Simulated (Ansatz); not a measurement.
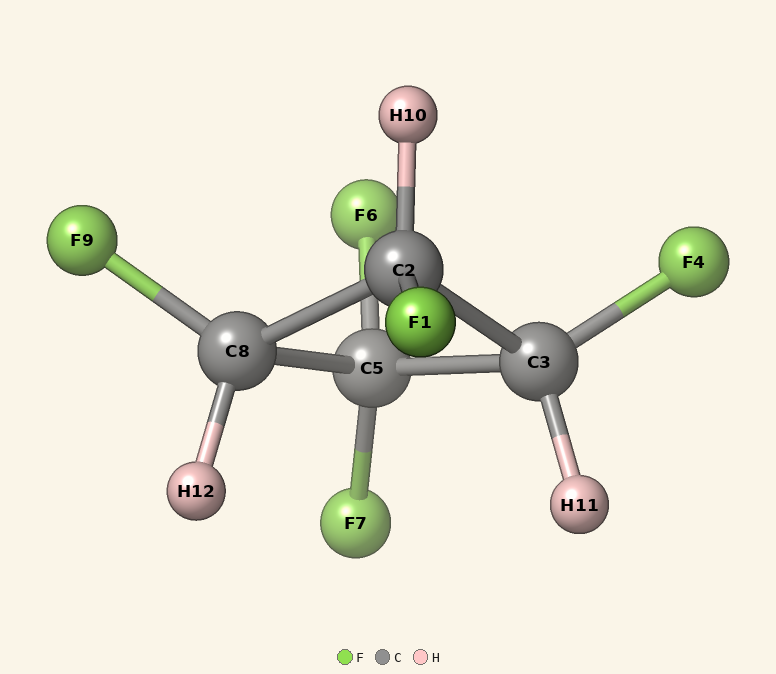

Atoms fade into the background with distance from the viewer. Computed geometry: PBE0-D4/def2-TZVP optimisation.

Q: How is the 4-membered ring C2–C3–C5–C8 puckered?

A: It is puckered (butterfly). The Cremer–Pople amplitude Q is 0.28 Å.

Q: Give the torsion angles round the ring, beginning with the bond from its second to its third atom.

A: −21°, 21°, −21°, 21°.
